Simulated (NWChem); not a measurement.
Single-point calculation of Si2H2OF2 (charge +1) (part 2 of 3)

The same run, continued: Si2H2OF2, charge +1, multiplicity 2; HF/3-21G, UHF (NWChem 7.3.0). The geometry is that of the parent species in another charge or spin state. The geometry comes from this level: PBE0-D4/def2-TZVP.

Geometry of the input (Å):
```
F  0.4242  -1.6121  1.6938
Si 0.0379  -1.0260  0.2801
F  -0.1942  -2.2880  -0.6391
O  1.1035  0.0779  -0.3221
Si -0.3048  1.0586  -0.2328
H  -0.2023  2.1888  0.7200
H  -0.8028  1.5328  -1.5455
```

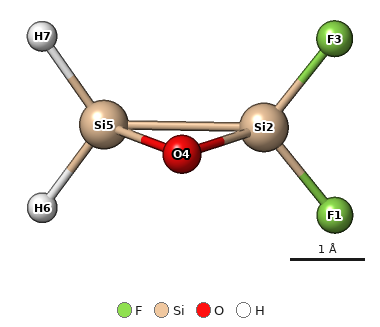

Fig. 1: The input geometry (ball-and-stick view, seen at a tilt; atoms are numbered from 1 in the order of the input).

What the program printed, continued:
```
 Vector   21  Occ=1.000000D+00  E=-8.977634D-01
              MO Center=  8.6D-02, -1.7D+00,  4.5D-01, r^2= 2.7D+00
   Bfn.  Coefficient  Atom+Function         Bfn.  Coefficient  Atom+Function
  ----- ------------  ---------------      ----- ------------  ---------------
    29      0.343468  3 F  px                25      0.315563  3 F  px
     7      0.278462  1 F  px                 3      0.255279  1 F  px
     8     -0.192768  1 F  py                19     -0.188899  2 Si s
    50      0.187770  5 Si s                  4     -0.174978  1 F  py
     9     -0.159822  1 F  pz                21     -0.150274  2 Si py

 Vector   22  Occ=1.000000D+00  E=-8.846867D-01
              MO Center=  1.2D-01, -5.5D-01,  1.2D-01, r^2= 4.5D+00
   Bfn.  Coefficient  Atom+Function         Bfn.  Coefficient  Atom+Function
  ----- ------------  ---------------      ----- ------------  ---------------
    38      0.279145  4 O  px                 8      0.242739  1 F  py
    34      0.226749  4 O  px                 4      0.219893  1 F  py
    31     -0.203003  3 F  pz                27     -0.185623  3 F  pz
    19      0.181848  2 Si s                 30      0.180109  3 F  py
    21      0.174155  2 Si py                26      0.162223  3 F  py

 Vector   23  Occ=1.000000D+00  E=-8.673022D-01
              MO Center=  4.8D-01, -1.0D+00,  1.7D-01, r^2= 3.2D+00
   Bfn.  Coefficient  Atom+Function         Bfn.  Coefficient  Atom+Function
  ----- ------------  ---------------      ----- ------------  ---------------
    40      0.343597  4 O  pz                36      0.294603  4 O  pz
     7      0.252327  1 F  px                30      0.227966  3 F  py
     3      0.215698  1 F  px                26      0.196135  3 F  py
    29     -0.174476  3 F  px                31      0.150113  3 F  pz

 Vector   24  Occ=1.000000D+00  E=-8.546596D-01
              MO Center=  1.6D-01, -1.7D+00,  4.5D-01, r^2= 2.5D+00
   Bfn.  Coefficient  Atom+Function         Bfn.  Coefficient  Atom+Function
  ----- ------------  ---------------      ----- ------------  ---------------
    29      0.401500  3 F  px                25      0.348778  3 F  px
     7     -0.313211  1 F  px                 3     -0.272537  1 F  px
     9      0.269783  1 F  pz                 5      0.231815  1 F  pz
    40      0.153033  4 O  pz

 Vector   25  Occ=1.000000D+00  E=-8.502572D-01
              MO Center=  2.2D-01, -3.6D-01,  3.8D-02, r^2= 4.2D+00
   Bfn.  Coefficient  Atom+Function         Bfn.  Coefficient  Atom+Function
  ----- ------------  ---------------      ----- ------------  ---------------
    39      0.349123  4 O  py                35      0.275094  4 O  py
    50     -0.237378  5 Si s                  8      0.217002  1 F  py
    30      0.214149  3 F  py                 4      0.193050  1 F  py
    26      0.187990  3 F  py

 Vector   26  Occ=1.000000D+00  E=-8.397611D-01
              MO Center=  1.6D-01, -1.8D+00,  4.7D-01, r^2= 2.3D+00
   Bfn.  Coefficient  Atom+Function         Bfn.  Coefficient  Atom+Function
  ----- ------------  ---------------      ----- ------------  ---------------
    31      0.396721  3 F  pz                27      0.350089  3 F  pz
     8      0.315551  1 F  py                 4      0.284817  1 F  py
     9      0.218978  1 F  pz                 5      0.190475  1 F  pz
     7      0.169253  1 F  px

 Vector   27  Occ=1.000000D+00  E=-7.309676D-01
              MO Center= -2.7D-01,  1.4D+00, -3.5D-01, r^2= 2.4D+00
   Bfn.  Coefficient  Atom+Function         Bfn.  Coefficient  Atom+Function
  ----- ------------  ---------------      ----- ------------  ---------------
    49      0.347782  5 Si pz                55      0.310122  6 H  s
    57     -0.310123  7 H  s                 40     -0.229996  4 O  pz
    54      0.206548  6 H  s                 56     -0.206555  7 H  s
    36     -0.180764  4 O  pz                45     -0.162412  5 Si pz

 Vector   28  Occ=1.000000D+00  E=-6.871369D-01
              MO Center= -2.0D-01,  3.2D-02,  3.7D-02, r^2= 3.1D+00
   Bfn.  Coefficient  Atom+Function         Bfn.  Coefficient  Atom+Function
  ----- ------------  ---------------      ----- ------------  ---------------
    48     -0.320015  5 Si py                38      0.304771  4 O  px
    50      0.235798  5 Si s                 17      0.224901  2 Si py
    16     -0.218433  2 Si px                34      0.208633  4 O  px
    19      0.188977  2 Si s                 52     -0.177879  5 Si py
    37     -0.168908  4 O  s

 Vector   29  Occ=0.000000D+00  E=-1.764669D-01
              MO Center= -5.9D-01,  3.7D-01,  4.3D-02, r^2= 3.7D+00
   Bfn.  Coefficient  Atom+Function         Bfn.  Coefficient  Atom+Function
  ----- ------------  ---------------      ----- ------------  ---------------
    19      0.966130  2 Si s                 50     -0.703268  5 Si s
    51      0.558706  5 Si px                52      0.394945  5 Si py
    20     -0.303131  2 Si px                47      0.283505  5 Si px
    53     -0.262493  5 Si pz                37     -0.259639  4 O  s
    21      0.255109  2 Si py                16     -0.216308  2 Si px

 Vector   30  Occ=0.000000D+00  E=-9.107873D-02
              MO Center= -2.6D-01,  3.1D-01, -3.0D-02, r^2= 4.5D+00
   Bfn.  Coefficient  Atom+Function         Bfn.  Coefficient  Atom+Function
  ----- ------------  ---------------      ----- ------------  ---------------
    52      0.815202  5 Si py                19      0.791461  2 Si s
    37      0.690163  4 O  s                 50     -0.676297  5 Si s
    51     -0.653553  5 Si px                20     -0.470530  2 Si px
    21      0.246867  2 Si py                46     -0.231663  5 Si s
    38     -0.226468  4 O  px                16     -0.210171  2 Si px

 Vector   31  Occ=0.000000D+00  E=-7.973521D-02
              MO Center= -1.9D-01,  1.6D-01, -4.1D-03, r^2= 4.3D+00
   Bfn.  Coefficient  Atom+Function         Bfn.  Coefficient  Atom+Function
  ----- ------------  ---------------      ----- ------------  ---------------
    53      0.911272  5 Si pz                55     -0.757932  6 H  s
    57      0.758065  7 H  s                 22      0.394214  2 Si pz
    40     -0.275143  4 O  pz                52      0.263730  5 Si py
     6     -0.250692  1 F  s                 28      0.250690  3 F  s
    18      0.242343  2 Si pz                51      0.241669  5 Si px

 Vector   32  Occ=0.000000D+00  E= 1.036467D-02
              MO Center= -3.0D-01,  1.6D+00, -3.9D-01, r^2= 4.1D+00
   Bfn.  Coefficient  Atom+Function         Bfn.  Coefficient  Atom+Function
  ----- ------------  ---------------      ----- ------------  ---------------
    52      1.384172  5 Si py                55     -1.155696  6 H  s
    57     -1.155526  7 H  s                 19      0.914021  2 Si s
    50      0.914951  5 Si s                 53     -0.327811  5 Si pz
    51     -0.274978  5 Si px                46      0.222767  5 Si s

 Vector   33  Occ=0.000000D+00  E= 3.881352D-02
              MO Center=  7.2D-01, -9.6D-01,  8.1D-02, r^2= 4.2D+00
   Bfn.  Coefficient  Atom+Function         Bfn.  Coefficient  Atom+Function
  ----- ------------  ---------------      ----- ------------  ---------------
    19      0.762978  2 Si s                 20      0.646504  2 Si px
    21     -0.419480  2 Si py                52     -0.417775  5 Si py
     6     -0.370668  1 F  s                 28     -0.370743  3 F  s
    51     -0.365713  5 Si px                39      0.338321  4 O  py
    55      0.338946  6 H  s                 57      0.339143  7 H  s

 Vector   34  Occ=0.000000D+00  E= 7.504259D-02
              MO Center= -4.9D-01, -1.9D-01,  1.8D-01, r^2= 6.2D+00
   Bfn.  Coefficient  Atom+Function         Bfn.  Coefficient  Atom+Function
  ----- ------------  ---------------      ----- ------------  ---------------
    52     -1.349393  5 Si py                50      1.327429  5 Si s
    21     -1.142087  2 Si py                19     -0.755931  2 Si s
    20     -0.484885  2 Si px                15     -0.463934  2 Si s
    22      0.459510  2 Si pz                17     -0.447084  2 Si py
    51      0.424351  5 Si px                48      0.352390  5 Si py

 Vector   35  Occ=0.000000D+00  E= 1.350460D-01
              MO Center= -1.1D-01,  2.7D-02,  1.5D-02, r^2= 5.2D+00
   Bfn.  Coefficient  Atom+Function         Bfn.  Coefficient  Atom+Function
  ----- ------------  ---------------      ----- ------------  ---------------
    53      1.187110  5 Si pz                22     -1.059122  2 Si pz
    55     -0.963313  6 H  s                 57      0.962876  7 H  s
    49      0.496544  5 Si pz                 6      0.439705  1 F  s
    28     -0.439608  3 F  s                 52      0.343641  5 Si py
    51      0.314726  5 Si px                21     -0.306786  2 Si py

 Vector   36  Occ=0.000000D+00  E= 1.711404D-01
              MO Center= -4.7D-01,  2.0D-01,  6.1D-02, r^2= 4.5D+00
   Bfn.  Coefficient  Atom+Function         Bfn.  Coefficient  Atom+Function
  ----- ------------  ---------------      ----- ------------  ---------------
    46      1.339122  5 Si s                 50     -1.109360  5 Si s
    21     -0.877138  2 Si py                15      0.771648  2 Si s
    19     -0.756641  2 Si s                 16     -0.450089  2 Si px
    37      0.384699  4 O  s                 20      0.329053  2 Si px
    17      0.288443  2 Si py                47     -0.227140  5 Si px

 Vector   37  Occ=0.000000D+00  E= 2.285651D-01
              MO Center= -2.7D-01,  9.0D-01, -2.0D-01, r^2= 4.4D+00
   Bfn.  Coefficient  Atom+Function         Bfn.  Coefficient  Atom+Function
  ----- ------------  ---------------      ----- ------------  ---------------
    53      1.478834  5 Si pz                49     -1.065401  5 Si pz
    52      0.428049  5 Si py                18     -0.401312  2 Si pz
    51      0.392042  5 Si px                48     -0.308552  5 Si py
    22     -0.297932  2 Si pz                47     -0.282455  5 Si px
    45      0.255195  5 Si pz                55     -0.209329  6 H  s

 Vector   38  Occ=0.000000D+00  E= 2.398174D-01
              MO Center= -4.8D-02,  4.6D-01, -1.3D-01, r^2= 6.4D+00
   Bfn.  Coefficient  Atom+Function         Bfn.  Coefficient  Atom+Function
  ----- ------------  ---------------      ----- ------------  ---------------
    50      1.358611  5 Si s                 21     -1.188270  2 Si py
    48     -1.024022  5 Si py                52      0.503407  5 Si py
    46     -0.474471  5 Si s                 51      0.427356  5 Si px
    19     -0.409365  2 Si s                 22      0.392927  2 Si pz
    49      0.356918  5 Si pz                53     -0.259071  5 Si pz

 Vector   39  Occ=0.000000D+00  E= 2.996575D-01
              MO Center=  4.7D-01, -5.8D-01,  3.8D-02, r^2= 3.9D+00
   Bfn.  Coefficient  Atom+Function         Bfn.  Coefficient  Atom+Function
  ----- ------------  ---------------      ----- ------------  ---------------
    16      1.044430  2 Si px                20     -0.966746  2 Si px
    15      0.881937  2 Si s                 19     -0.677948  2 Si s
    51      0.668429  5 Si px                47     -0.647491  5 Si px
    18     -0.282678  2 Si pz                12     -0.258944  2 Si px
    22      0.252584  2 Si pz                39      0.236261  4 O  py

 Vector   40  Occ=0.000000D+00  E= 3.190354D-01
              MO Center=  9.5D-02,  5.5D-01, -1.9D-01, r^2= 3.7D+00
   Bfn.  Coefficient  Atom+Function         Bfn.  Coefficient  Atom+Function
  ----- ------------  ---------------      ----- ------------  ---------------
    47      1.145701  5 Si px                51     -0.854983  5 Si px
    16      0.608234  2 Si px                46      0.536285  5 Si s
    50     -0.468392  5 Si s                 48     -0.415380  5 Si py
    20     -0.391775  2 Si px                38      0.382505  4 O  px
    15      0.375834  2 Si s                 17      0.318736  2 Si py

 Vector   41  Occ=0.000000D+00  E= 3.499595D-01
              MO Center= -4.7D-01, -3.3D-01,  2.1D-01, r^2= 4.6D+00
   Bfn.  Coefficient  Atom+Function         Bfn.  Coefficient  Atom+Function
  ----- ------------  ---------------      ----- ------------  ---------------
    19      3.627434  2 Si s                 50     -3.608116  5 Si s
    15     -1.724651  2 Si s                 21      1.492562  2 Si py
    52      1.439843  5 Si py                46      1.250515  5 Si s
    20     -0.495163  2 Si px                53     -0.416681  5 Si pz
    16      0.343220  2 Si px                22     -0.301456  2 Si pz

 Vector   42  Occ=0.000000D+00  E= 3.717617D-01
              MO Center=  5.2D-02, -9.9D-01,  2.7D-01, r^2= 3.8D+00
   Bfn.  Coefficient  Atom+Function         Bfn.  Coefficient  Atom+Function
  ----- ------------  ---------------      ----- ------------  ---------------
    22     -1.384631  2 Si pz                18      1.370430  2 Si pz
    53      0.808808  5 Si pz                21     -0.401685  2 Si py
    17      0.396991  2 Si py                20     -0.366971  2 Si px
    16      0.363267  2 Si px                14     -0.317207  2 Si pz
    49     -0.304448  5 Si pz                 9      0.278894  1 F  pz

 Vector   43  Occ=0.000000D+00  E= 4.047084D-01
              MO Center=  2.4D-03, -1.0D+00,  2.9D-01, r^2= 3.7D+00
   Bfn.  Coefficient  Atom+Function         Bfn.  Coefficient  Atom+Function
  ----- ------------  ---------------      ----- ------------  ---------------
    50      1.851720  5 Si s                 21     -1.611742  2 Si py
    17      1.366938  2 Si py                19     -1.166851  2 Si s
    52     -1.027549  5 Si py                46     -0.652789  5 Si s
    48      0.625124  5 Si py                22      0.418244  2 Si pz
    18     -0.399976  2 Si pz                13     -0.334086  2 Si py

 Vector   44  Occ=0.000000D+00  E= 1.074764D+00
              MO Center= -4.9D-01,  1.8D+00, -4.1D-01, r^2= 2.9D+00
   Bfn.  Coefficient  Atom+Function         Bfn.  Coefficient  Atom+Function
  ----- ------------  ---------------      ----- ------------  ---------------
    55      1.406285  6 H  s                 57      1.406693  7 H  s
    50     -1.242513  5 Si s                 54     -0.960336  6 H  s
    56     -0.960676  7 H  s                 52     -0.691712  5 Si py
    46      0.259690  5 Si s                 48      0.236149  5 Si py
    53      0.160451  5 Si pz                51      0.150973  5 Si px

                     UHF Final Beta Molecular Orbital Analysis
                     -----------------------------------------

 Vector   17  Occ=1.000000D+00  E=-1.002062D+00
              MO Center=  3.7D-01, -6.9D-01,  9.5D-02, r^2= 3.4D+00
   Bfn.  Coefficient  Atom+Function         Bfn.  Coefficient  Atom+Function
  ----- ------------  ---------------      ----- ------------  ---------------
    15      0.306369  2 Si s                 39     -0.261792  4 O  py
    35     -0.240506  4 O  py                 9     -0.207033  1 F  pz
    46     -0.202820  5 Si s                  5     -0.198739  1 F  pz
    50     -0.187968  5 Si s                 11     -0.180668  2 Si s
     6     -0.162323  1 F  s                 28     -0.162301  3 F  s

 Vector   18  Occ=1.000000D+00  E=-9.842018D-01
              MO Center= -5.8D-02, -1.1D-01,  4.1D-02, r^2= 3.8D+00
   Bfn.  Coefficient  Atom+Function         Bfn.  Coefficient  Atom+Function
  ----- ------------  ---------------      ----- ------------  ---------------
    46      0.349932  5 Si s                 37     -0.298650  4 O  s
    15      0.269520  2 Si s                 42     -0.230453  5 Si s
    50      0.182774  5 Si s
```
